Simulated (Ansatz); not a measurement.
# doublet [BHOF2]+ at 6 levels

Aim: a comparison of 6 runs (UHF/STO-3G, UB3LYP/6-31G*, U-revPBE/def2-SVPD, U-wB97X/def2-SVPD, UPBE/def2-SVPD, UMP2/def2-SVPD) of doublet [BHOF2]+. 

Program for the calculation: Ansatz 0.2.0.

63 further runs of the same task are left out: 63 set aside as unsound or not needed.

**1. The system as given**

[BHOF2]+: 5 atoms, total charge +1, spin state doublet. As SMILES of the parent species, `OB(F)F`. The coordinates come from a PBE0-D4/def2-TZVP relaxation. That shape belongs to the parent species and isn't relaxed for this state.

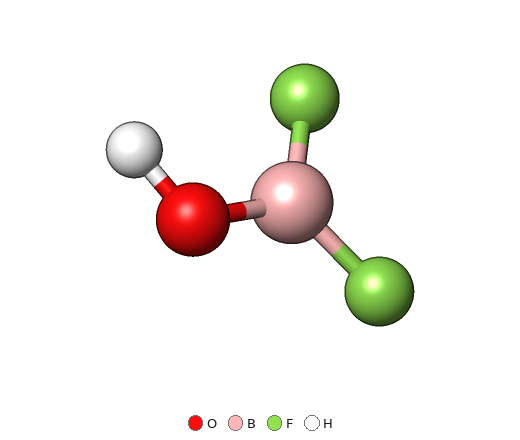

Viewed from a chosen angle; oxygen red, boron pink, fluorine green, hydrogen white.

**2. The energy at UHF/STO-3G (run 1)**

File run.yaml:

```yaml
crystal:
  periodic: [false, false, false]
  atoms:
    - {symbol: O, position_ang: [0.038630, 1.000750, 0.174310]}
    - {symbol: B, position_ang: [0.105760, -0.342460, 0.137210]}
    - {symbol: F, position_ang: [0.731030, -0.986880, 1.100700]}
    - {symbol: F, position_ang: [-0.439530, -1.051930, -0.843330]}
    - {symbol: H, position_ang: [-0.435890, 1.380520, -0.568880]}
basis:
  gaussian: {orbitals: STO-3G}
output: {orbitals: {seedname: orbitals}}
accuracy: high
hamiltonian: {xc: hf}
total_charge: 1
magnetization: {spin_polarized: true, initial_magnetization: 1}
```

Started as:

```bash
$ ansatz run run.yaml --threads 1 --pin off --max-ram 3480MiB --events-out events.jsonl --progress --plain --runs-dir runs
```

What it wrote:

```text
Warning: RAYON_NUM_THREADS=1 ignored (pool sized by the plan → 1); use --threads N
Functional definition: HF
  name "HF"
  exchange = exact_x
  correlation = 0
393 factors; integrals over basis functions are off by at most 3.0e-8 eV
mean field evaluation 1: about -8014.4868 eV, gradient 2.5e1 eV
mean field evaluation 2: about -8014.5545 eV, gradient 2.5e1 eV
mean field evaluation 4: about -8019.1475 eV, gradient 1.5e0 eV
mean field evaluation 8: about -8019.1700 eV, gradient 4.7e-2 eV
mean field evaluation 16: about -8017.7937 eV, gradient 6.3e0 eV
mean field evaluation 32: about -8018.8149 eV, gradient 8.8e-1 eV
mean field evaluation 64: about -8017.4595 eV, gradient 1.1e0 eV
mean field evaluation 96: about -8019.0673 eV, gradient 1.2e-1 eV
mean field -8019.17005767 eV, -294.6990640305 hartree, gradient 1.8e-8 eV, S^2 0.759818; 2 other end points of the search recorded, 0 dependent functions left out
reference -8019.17005767 eV, -294.6990640305 hartree; 16, 15 occupied and 5, 6 virtual orbitals, 393 factors
Total energy: -8019.17005767 eV, -294.6990640305 hartree
```

Run time: 0.22 s. Hardware: 1 thread of Arm Neoverse V2, shared host.

**3. The energy at UB3LYP/6-31G(d) (Cartesian functions) (run 2)**

Edit run.yaml of step 2 so:

```diff
@@ -9,7 +9,11 @@
 basis:
-  gaussian: {orbitals: STO-3G}
+  gaussian:
+    orbitals: "6-31G*"
+magnetization:
+  spin_polarized: true
+  initial_magnetization: 1
+hamiltonian:
+  xc: {name: B3LYP}
+total_charge: 1
+accuracy: high
 output: {orbitals: {seedname: orbitals}}
-accuracy: high
-hamiltonian: {xc: hf}
-total_charge: 1
-magnetization: {spin_polarized: true, initial_magnetization: 1}
```

Started as:

```bash
$ ansatz run run.yaml --threads 1 --pin off --max-ram 3480MiB --events-out events.jsonl --progress --plain --runs-dir runs
```

What it wrote:

```text
Warning: RAYON_NUM_THREADS=1 ignored (pool sized by the plan → 1); use --threads N
Functional definition: B3LYP
  name "B3LYP"
  parameter a0 = 0.2
  parameter ax = 0.72
  parameter ac = 0.81
  exchange = (1 - a0 - ax)*slater_x + ax*b88_x + a0*exact_x
  correlation = (1 - ac)*vwn_rpa_c + ac*lyp_c
1271 factors; integrals over basis functions are off by at most 2.6e-9 eV
mean field evaluation 1: about -8156.2505 eV, gradient 5.2e1 eV
mean field evaluation 2: about -8133.0297 eV, gradient 9.8e1 eV
mean field evaluation 4: about -8164.2122 eV, gradient 3.7e0 eV
mean field evaluation 8: about -8164.3587 eV, gradient 9.3e-1 eV
mean field evaluation 16: about -8164.3622 eV, gradient 4.9e-3 eV
mean field evaluation 32: about -8164.3622 eV, gradient 1.1e-5 eV
mean field evaluation 64: about -8162.5359 eV, gradient 1.6e1 eV
mean field -8164.36224409 eV, -300.0347784667 hartree, gradient 1.8e-8 eV, S^2 0.756317; 7 other end points of the search recorded, 0 dependent functions left out
reference -8164.36226768 eV, -300.0347793338 hartree; 16, 15 occupied and 46, 47 virtual orbitals, 1271 factors
Total energy: -8164.36226768 eV, -300.0347793338 hartree
```

It took 15 s on 1 thread of Arm Neoverse V2, shared host; peak memory 0.22 GiB.

**4. A single-point energy at U-revPBE/def2-SVPD (run 3)**

File job.yaml:

```yaml
crystal:
  periodic: [false, false, false]
  atoms:
    - {symbol: O, position_ang: [0.038630, 1.000750, 0.174310]}
    - {symbol: B, position_ang: [0.105760, -0.342460, 0.137210]}
    - {symbol: F, position_ang: [0.731030, -0.986880, 1.100700]}
    - {symbol: F, position_ang: [-0.439530, -1.051930, -0.843330]}
    - {symbol: H, position_ang: [-0.435890, 1.380520, -0.568880]}
basis:
  gaussian: {orbitals: def2-SVPD}
total_charge: 1
magnetization: {spin_polarized: true, initial_magnetization: 1}
hamiltonian: {xc: {name: revPBE}}
accuracy: high
output: {orbitals: {seedname: orbitals}}
```

Started as:

```bash
$ ansatz run job.yaml --threads 1 --pin off --max-ram 3480MiB --events-out events.jsonl --progress --plain --runs-dir runs
```

What it wrote, cut to the lines that bear on the results:

```text
Warning: RAYON_NUM_THREADS=1 ignored (pool sized by the plan → 1); use --threads N
Functional definition: revPBE
  name "revPBE"
[...]
1902 factors; integrals over basis functions are off by at most 3.2e-9 eV
[...]
mean field -8156.25472820 eV, -299.7368327534 hartree, gradient 2.0e-8 eV, S^2 0.753627; 14 other end points of the search recorded, 0 dependent functions left out
reference -8156.25473307 eV, -299.7368329323 hartree; 16, 15 occupied and 81, 82 virtual orbitals, 1902 factors
Total energy: -8156.25473307 eV, -299.7368329323 hartree
```

Run time: 23 s. Hardware: 1 thread of Arm Neoverse V2, shared host; peak memory 0.3 GiB.

Runs 4 to 5 aren't shown in full; the table further down has their settings and results.

**5. A single-point energy at UMP2/def2-SVPD (run 6)**

File in.yaml:

```yaml
crystal:
  periodic: [false, false, false]
  atoms:
    - {symbol: O, position_ang: [0.038630, 1.000750, 0.174310]}
    - {symbol: B, position_ang: [0.105760, -0.342460, 0.137210]}
    - {symbol: F, position_ang: [0.731030, -0.986880, 1.100700]}
    - {symbol: F, position_ang: [-0.439530, -1.051930, -0.843330]}
    - {symbol: H, position_ang: [-0.435890, 1.380520, -0.568880]}
basis:
  gaussian:
    orbitals: def2-SVPD
total_charge: 1
magnetization:
  spin_polarized: true
  initial_magnetization: 1
correlation:
  method: mp2
  frozen_orbitals: {B: 1, F: 1, H: 0, O: 1}
accuracy: high
```

Started as:

```bash
$ ansatz run in.yaml --threads 1 --pin off --max-ram 3480MiB --events-out events.jsonl --progress --plain --runs-dir runs
```

What it wrote, cut to the lines that bear on the results:

```text
Warning: RAYON_NUM_THREADS=1 ignored (pool sized by the plan → 1); use --threads N
[... 2 set-up lines as earlier in the session ...]
[...]
1902 factors; integrals over basis functions are off by at most 3.2e-9 eV
[...]
mean field -8122.79989856 eV, -298.5073904407 hartree, gradient 2.9e-8 eV, S^2 0.756186; 3 other end points of the search recorded, 0 dependent functions left out
4 core orbitals not correlated: weight in the atoms' cores, before any rotation towards them, 1.000 or more for the frozen orbitals, at most 0.000 for the correlated occupied ones
reference -8122.79989856 eV, -298.5073904407 hartree; 12, 11 occupied and 81, 82 virtual orbitals, 1902 factors
second order -16.49925980 eV of doubles, -0.00000000 eV of singles
Total energy: -8139.29915836 eV, -299.1137270547 hartree
```

It took 4.8 s on 1 thread of Arm Neoverse V2, shared host; peak memory 0.29 GiB.

**6. Overview of the runs**

| run | level | Cartesian functions | frozen core orbitals | energy (Eh) | HOMO energy (eV) | LUMO energy (eV) | ⟨S²⟩ | wall time |
| --- | --- | --- | --- | --- | --- | --- | --- | --- |
| 1 | UHF/STO-3G | no | – | -294.699064 | -19.67 | -7.42 | 0.760 | 0.22 s |
| 2 | UB3LYP/6-31G* (Cartesian functions) | yes | – | -300.034779 | -18.71 | -16.90 | 0.756 | 15 s |
| 3 | U-revPBE/def2-SVPD | no | – | -299.736833 | -17.69 | -17.59 | 0.754 | 23 s |
| 4 | U-wB97X/def2-SVPD | no | – | -299.746728 | -21.76 | -14.57 | 0.756 | 60 s |
| 5 | UPBE/def2-SVPD | no | – | -299.531950 | -17.77 | -17.69 | 0.753 | 21 s |
| 6 | UMP2/def2-SVPD | no | 4 | -299.113727 | – | – | 0.756 | 4.8 s |

**7. Results**

| quantity | value |
| --- | --- |
| run 6: total energy | -299.11373 Eh |
| run 6: correlation energy (4 core orbitals frozen) | -606.3 mEh |
| run 6: ⟨S²⟩ of the reference determinant | 0.756 |

In words: Totals of different functionals can't be ranked against each other. In run 1 the basis is minimal, so the values are rough. All runs together took 2.1 min, the longest 60 s.
